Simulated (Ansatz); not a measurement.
## Run report: CH$_{6}$N$_{2}$OSi, single-point calculation

The run: single-point calculation of CH$_{6}$N$_{2}$OSi. Method and program: RKS wB97X-V/ANO-RCC-VTZP (Ansatz 0.2.0).

Some settings of this run were made unusual or wrong on purpose. The geometry comes from this level: PBE0-D4/def2-TZVP.

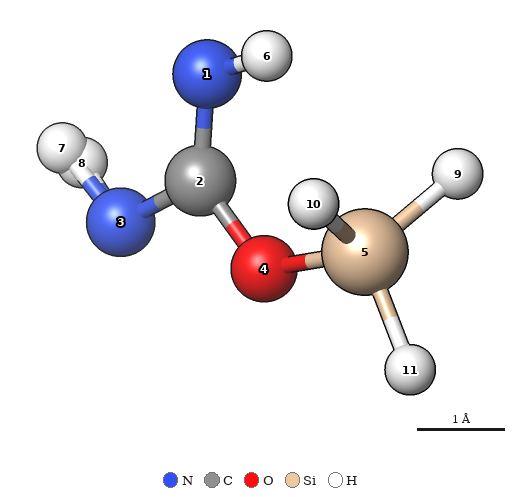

Figure 1. The structure as given in the input (ball-and-stick view, seen at a tilt; atoms are numbered from 1 in the order of the input). Bond lengths as drawn: C–N 1.27 to 1.36 Å, C–O 1.36 Å, H–H 0.30 Å, H–N 1.00 to 1.19 Å, H–Si 1.48 Å and O–Si 1.66 Å.

The input:
```yaml
crystal:
  periodic: [false, false, false]
  atoms:
    - {symbol: N, position_ang: [1.212096, 0.341046, 1.071065]}
    - {symbol: C, position_ang: [0.489654, -0.544211, 0.521329]}
    - {symbol: N, position_ang: [0.630890, -1.869110, 0.806098]}
    - {symbol: O, position_ang: [-0.474500, -0.368610, -0.418814]}
    - {symbol: Si, position_ang: [-0.867953, 1.106936, -1.079175]}
    - {symbol: H, position_ang: [1.040363, 1.277499, 0.723303]}
    - {symbol: H, position_ang: [1.467446, -2.077107, 1.629322]}
    - {symbol: H, position_ang: [1.167446, -2.077107, 1.629322]}
    - {symbol: H, position_ang: [-1.336432, 2.041087, -0.024968]}
    - {symbol: H, position_ang: [0.305354, 1.695820, -1.770975]}
    - {symbol: H, position_ang: [-1.952898, 0.806953, -2.036920]}
basis:
  gaussian: {orbitals: ANO-RCC-VTZP}
hamiltonian: {xc: {name: wB97X-V}}
```

Launch command:
```bash
ansatz run in.yaml --threads 4 --pin off --events-out ev --progress --plain --max-ram 10444MiB
```

What the program printed:
```
Functional definition: wB97X-V
  name "wB97X-V"
  cite "Mardirossian & Head-Gordon, Phys. Chem. Chem. Phys. 16, 9904 (2014) doi:10.1039/C3CP54374A"
  cite "Becke, J. Chem. Phys. 107, 8554 (1997) doi:10.1063/1.475007"
  cite "Vydrov & Van Voorhis, J. Chem. Phys. 133, 244103 (2010) doi:10.1063/1.3521275"
  parameter omega = 0.3/bohr
  parameter cx = 0.167
  parameter cx1 = 0.603
  parameter cx2 = 1.194
  parameter css0 = 0.556
  parameter css1 = -0.257
  parameter cos0 = 1.219
  parameter cos1 = -1.850
  parameter b = 6.0
  parameter c = 0.01
  exchange = spin_sum(e_x_unif_sr(omega)*poly(b97_u_x, 1 - cx, cx1, cx2)) + cx*exact_x_sr(omega) + exact_x_lr(omega)
  correlation = spin_sum(e_c_pw_same_spin*poly(b97_u_same, css0, css1))
      + integral(e_c_pw_opposite_spin*poly(b97_u_opposite, cos0, cos1)) + vv10(b, c)
1589 factors; their error is unknown
427 factors; integrals over basis functions are off by at most 9.8e-6 eV
mean field evaluation 1: about -14034.1935 eV, gradient 5.7e1 eV
mean field evaluation 2: about -14035.3832 eV, gradient 5.3e1 eV
mean field evaluation 4: about -14040.0474 eV, gradient 2.8e0 eV
mean field evaluation 8: about -14040.0731 eV, gradient 6.1e-2 eV
mean field evaluation 16: about -14040.1100 eV, gradient 6.0e-5 eV
mean field -14040.11003937 eV, -515.9645272184 hartree, gradient 1.9e-5 eV, S^2 0.000000; 0 other end points of the search recorded, 0 dependent functions left out
reference -14040.11003625 eV, -515.9645271036 hartree; 24, 24 occupied and 214, 214 virtual orbitals, 1589 factors
Total energy: -14040.11003625 eV, -515.9645271036 hartree
Relativity: scalar
```

What the run reported:

- outcome: converged
- total energy: −14040.1100 eV
- SCF solution under orbital rotations: stable
- hardware: 4 threads of INTEL XEON PLATINUM @ 2.10GHz, 23 GiB of memory available, shared host
- wall time: 7.5 s (CPU time 26 s)
- peak memory: 0.81 GiB

What went wrong:

A setting was made wrong on purpose: two atoms are placed far too close. The run converged all the same; its numbers are those of the faulty input and shouldn't be used.
